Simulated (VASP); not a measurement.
Band structure of Cu3N (space group Pm-3m). Level of theory: PBE GGA, VASP's PBE PAW potentials (set 64) (plane waves; VASP).

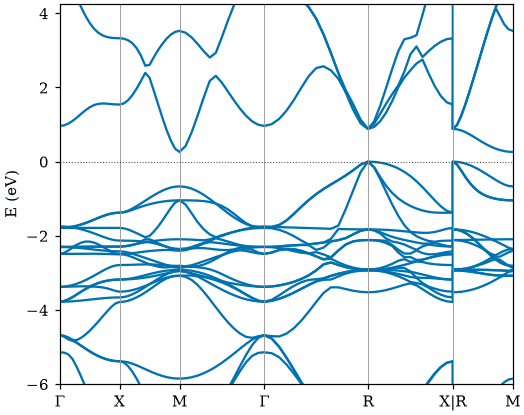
Fig. 1. Bands along high-symmetry lines, zero at the valence-band maximum or, without a gap, the Fermi level

### Question
Read the plot: is there a gap, and where are the band edges?

### Answer
The gap is indirect, 0.26 eV, from the valence maximum at R to the conduction minimum at M. (Edges off the drawn lines would not show.)

The structure comes from a computed database's Cu3N entry (Pm-3m); how it stands against other phases isn't given here. It was relaxed first.
